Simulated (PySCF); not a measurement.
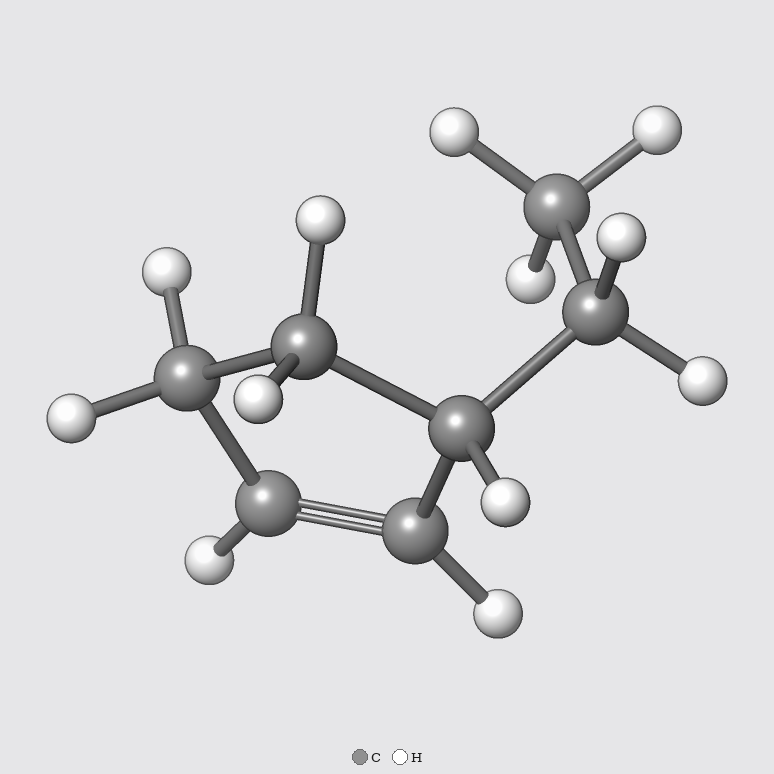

Rendered structure (ball-and-stick style). Multiple sticks mark multiple bonds (one Kekulé form).

The computed structure is the end point of a GFN2-xTB optimisation. No frequency run is at hand to confirm it as a minimum.

Describe the molecule.

Formula C₇H₁₂. SMILES: `CC[C@@H]1C=CCC1`. Independent rings (smallest set): 1 of 5 members. Among its groups: alkene. The point group is C1. Coordination: 5 C tetrahedral; 2 C trigonal planar.

The parts below concern this one geometry. Atoms keep their numbers from picture to picture.

## Shape

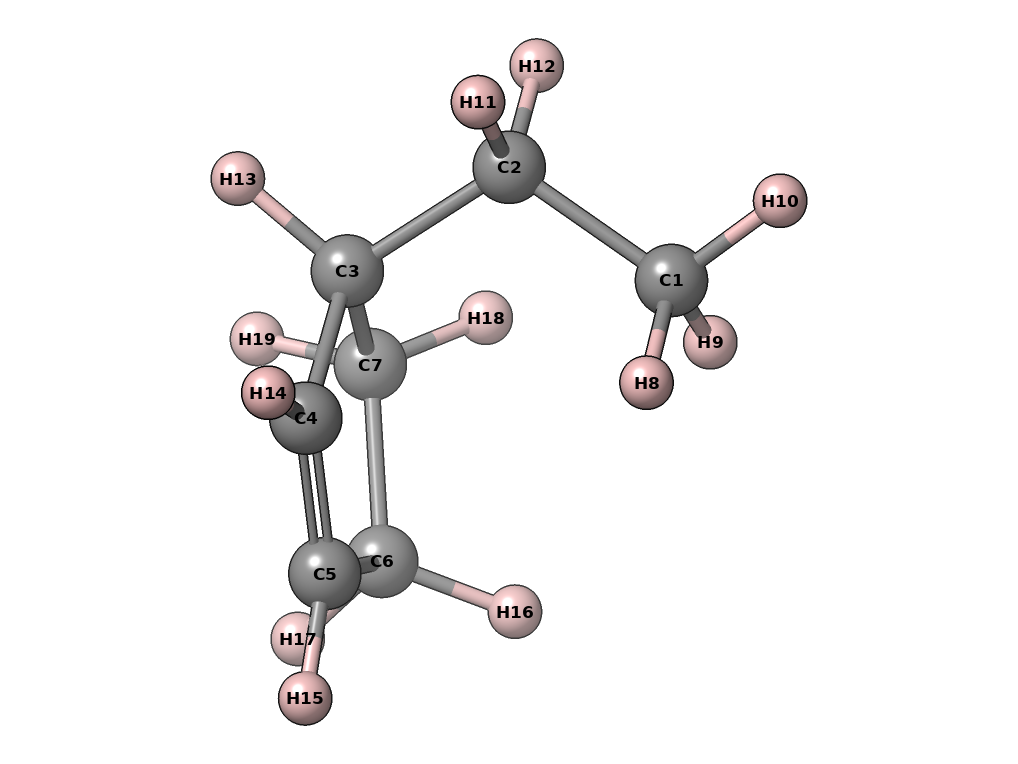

C6 lies behind C5. The molecule seen a little off the C5–C6 bond, C5 in front. Depth is shown by fading: the farther an atom, the more it takes the colour of the background. No frequency run is at hand to confirm it as a minimum.

Question: What is the torsion angle C4–C5–C6–C7? The sign is positive where the front bond must turn clockwise to cover the back bond.

Answer: −8°, synperiplanar (eclipsed).

## NMR shielding

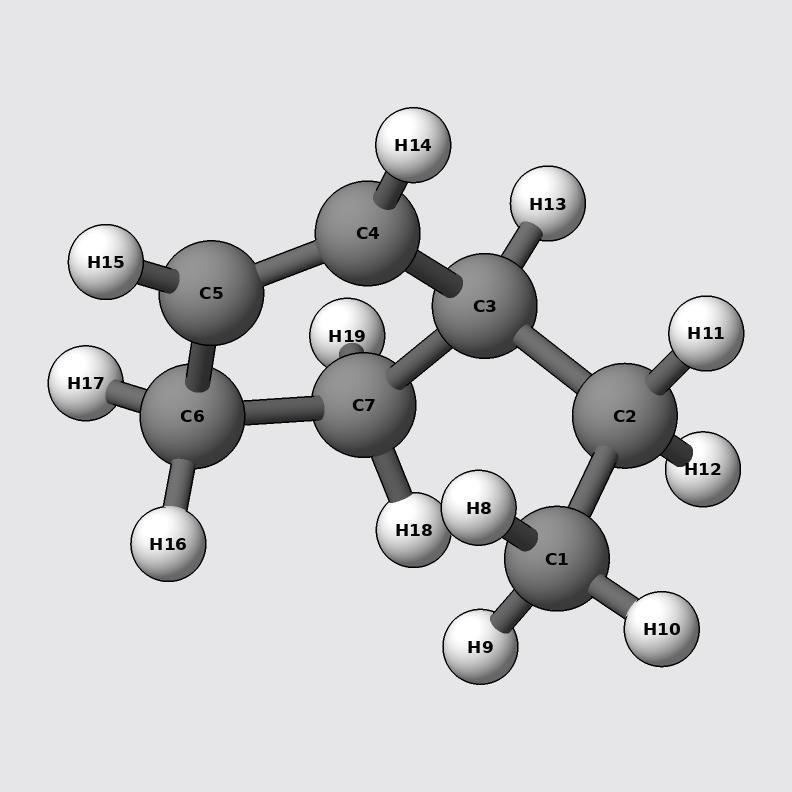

No frequency run is at hand to confirm it as a minimum. Method: GIAO PBE0/pcSseg-1 NMR shielding, non-relativistic, gas phase (PySCF 2.14.0). Principal shieldings σ11 ≤ σ22 ≤ σ33, span Ω = σ33 − σ11, skew κ = 3(σiso − σ22)/Ω.

Give the shielding tensors of the C atoms.

```
atom    σ11    σ22    σ33   σiso      Ω      κ
  C1  169.8  175.0  189.5  178.1   19.6   0.48
  C2  146.2  152.7  169.3  156.1   23.1   0.44
  C3  119.2  139.1  153.2  137.2   34.0  −0.17
  C4  −60.7   62.0  136.3   45.9  196.9  −0.25
  C5  −61.4   65.5  139.7   47.9  201.1  −0.26
  C6  125.6  153.8  167.5  148.9   41.9  −0.35
  C7  129.6  167.2  176.0  157.6   46.4  −0.62
```

Shieldings and span in ppm.

## Charges

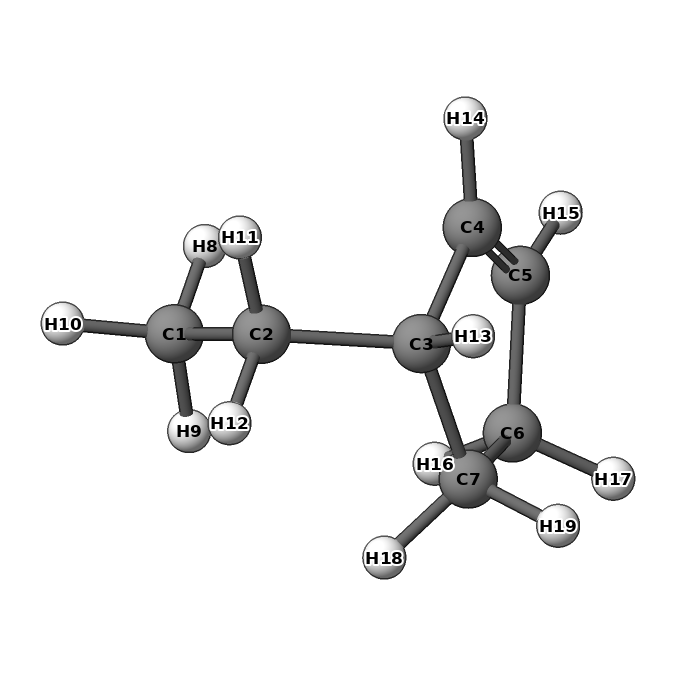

The questions are on ESP-fitted charges. No frequency run is at hand to confirm it as a minimum. Method: PBE0/pcSseg-1, gas phase (PySCF 2.14.0).

Question: Which atom carries the highest charge (most positive or least negative)?

Answer: C3 (0.27 e).

Question: And the lowest?

Answer: C7 (−0.34 e).

List the ESP-fitted charges.

```json
{"atom": "C1", "value (e)": "−0.17"}
{"atom": "C2", "value (e)": "0.02"}
{"atom": "C3", "value (e)": "0.27"}
{"atom": "C4", "value (e)": "−0.27"}
{"atom": "C5", "value (e)": "−0.19"}
{"atom": "C6", "value (e)": "0.07"}
{"atom": "C7", "value (e)": "−0.34"}
{"atom": "H8", "value (e)": "0.04"}
{"atom": "H9", "value (e)": "0.06"}
{"atom": "H10", "value (e)": "0.04"}
{"atom": "H11", "value (e)": "0.00"}
{"atom": "H12", "value (e)": "−0.01"}
{"atom": "H13", "value (e)": "−0.03"}
{"atom": "H14", "value (e)": "0.14"}
{"atom": "H15", "value (e)": "0.12"}
{"atom": "H16", "value (e)": "0.02"}
{"atom": "H17", "value (e)": "0.03"}
{"atom": "H18", "value (e)": "0.09"}
{"atom": "H19", "value (e)": "0.11"}
```

## Bond orders

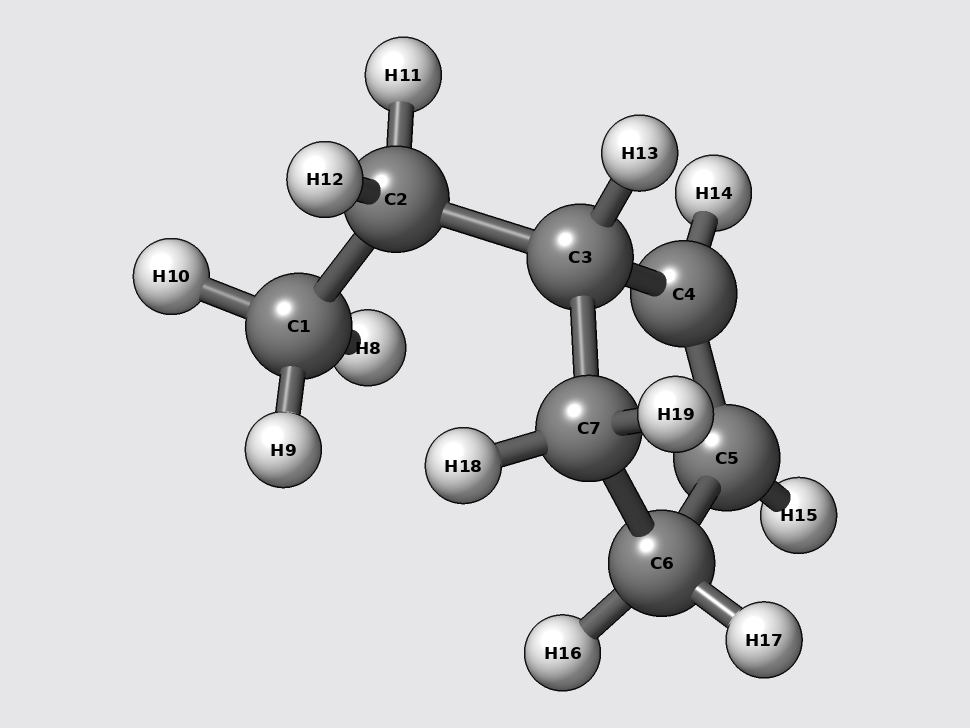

Every bond is drawn as one stick. No frequency run is at hand to confirm it as a minimum. Level of theory: PBE0/pcSseg-1 (PySCF 2.14.0).

Question: Which bond between heavy atoms has the highest Mayer bond order?

Answer: C4–C5, 1.87, at a length of 1.321 Å.

List the Mayer bond orders of C1–C2, C2–C3, C3–C4, C3–C7, C4–C5, C5–C6, C6–C7 (bonds between heavy atoms, one of each equivalent set).

```tsv
bond	Mayer order	length (Å)
C1–C2	1.05	1.524
C2–C3	1.02	1.537
C3–C4	1.01	1.502
C3–C7	1.00	1.544
C4–C5	1.87	1.321
C5–C6	1.03	1.498
C6–C7	1.03	1.539
```

## Electronic properties

No frequency run is at hand to confirm it as a minimum. Method: PBE0/pcSseg-1, gas phase (PySCF 2.14.0).

Computed properties:

- dipole moment: 0.16 D
- HOMO energy (Kohn–Sham orbital): −6.88 eV
- LUMO energy (Kohn–Sham orbital): 0.65 eV
- HOMO–LUMO gap: 7.52 eV
